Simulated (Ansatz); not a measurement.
Complex (SMILES): P (PH3) with C=CC, atoms 1 to 4 the first; geometry from B3LYP-D3(BJ)/def2-TZVP, monomers rigid:
```xyz
13

P      0.4442    -0.4223     0.3046
H      0.2621     0.7353    -0.4988
H      0.7948    -1.2422    -0.7963
H     -0.9247    -0.7834     0.2510
C     -0.0432    -3.6975     1.6336
C      0.9750    -4.0317     0.8507
H      0.0989    -3.0806     2.5137
H     -1.0528    -4.0263     1.4233
H      0.7829    -4.6498    -0.0227
C      2.3962    -3.6209     1.0661
H      2.4993    -2.9889     1.9485
H      3.0415    -4.4957     1.1882
H      2.7785    -3.0668     0.2040
```

Basis-set convergence of the counterpoise-corrected interaction energy at HF with Ansatz (a program for electronic structure). Cartesian d functions, on some or all atoms, in 6-31G*, 6-31G**, 6-311+G**; all else is spherical. No added dispersion term, no relativity. Functions are those of the species that has most. Reference: the value in aug-pcseg-3, 1.11 kcal/mol. Deviations are taken from unrounded values.

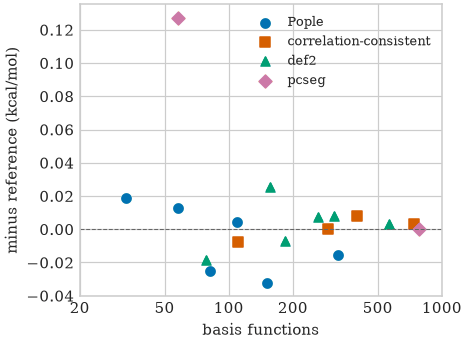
Figure: Deviation from the reference against the number of basis functions, by family of sets.

```json
[
 {"basis": "STO-3G", "functions": "33", "counterpoise-corrected interaction energy (kcal/mol)": "1.13", "minus reference (kcal/mol)": "0.02"},
 {"basis": "3-21G", "functions": "58", "counterpoise-corrected interaction energy (kcal/mol)": "1.13", "minus reference (kcal/mol)": "0.01"},
 {"basis": "pcseg-0", "functions": "58", "counterpoise-corrected interaction energy (kcal/mol)": "1.24", "minus reference (kcal/mol)": "0.13"},
 {"basis": "def2-SV(P)", "functions": "78", "counterpoise-corrected interaction energy (kcal/mol)": "1.10", "minus reference (kcal/mol)": "-0.02"},
 {"basis": "6-31G*", "functions": "82", "counterpoise-corrected interaction energy (kcal/mol)": "1.09", "minus reference (kcal/mol)": "-0.03"},
 {"basis": "6-31G**", "functions": "109", "counterpoise-corrected interaction energy (kcal/mol)": "1.12", "minus reference (kcal/mol)": "0.00"},
 {"basis": "cc-pV(D+d)Z", "functions": "110", "counterpoise-corrected interaction energy (kcal/mol)": "1.11", "minus reference (kcal/mol)": "-0.01"},
 {"basis": "6-311+G**", "functions": "151", "counterpoise-corrected interaction energy (kcal/mol)": "1.08", "minus reference (kcal/mol)": "-0.03"},
 {"basis": "def2-SVPD", "functions": "156", "counterpoise-corrected interaction energy (kcal/mol)": "1.14", "minus reference (kcal/mol)": "0.03"},
 {"basis": "def2-TZVP", "functions": "184", "counterpoise-corrected interaction energy (kcal/mol)": "1.11", "minus reference (kcal/mol)": "-0.01"},
 {"basis": "def2-TZVPP", "functions": "261", "counterpoise-corrected interaction energy (kcal/mol)": "1.12", "minus reference (kcal/mol)": "0.01"},
 {"basis": "jun-cc-pV(T+d)Z", "functions": "291", "counterpoise-corrected interaction energy (kcal/mol)": "1.11", "minus reference (kcal/mol)": "0.00"},
 {"basis": "def2-TZVPPD", "functions": "312", "counterpoise-corrected interaction energy (kcal/mol)": "1.12", "minus reference (kcal/mol)": "0.01"},
 {"basis": "6-311++G(3df,3pd)", "functions": "326", "counterpoise-corrected interaction energy (kcal/mol)": "1.10", "minus reference (kcal/mol)": "-0.02"},
 {"basis": "aug-cc-pV(T+d)Z", "functions": "400", "counterpoise-corrected interaction energy (kcal/mol)": "1.12", "minus reference (kcal/mol)": "0.01"},
 {"basis": "def2-QZVPPD", "functions": "562", "counterpoise-corrected interaction energy (kcal/mol)": "1.12", "minus reference (kcal/mol)": "0.00"},
 {"basis": "aug-cc-pV(Q+d)Z", "functions": "743", "counterpoise-corrected interaction energy (kcal/mol)": "1.12", "minus reference (kcal/mol)": "0.00"},
 {"basis": "aug-pcseg-3", "functions": "785", "counterpoise-corrected interaction energy (kcal/mol)": "1.11", "minus reference (kcal/mol)": "0.00"}
]
```
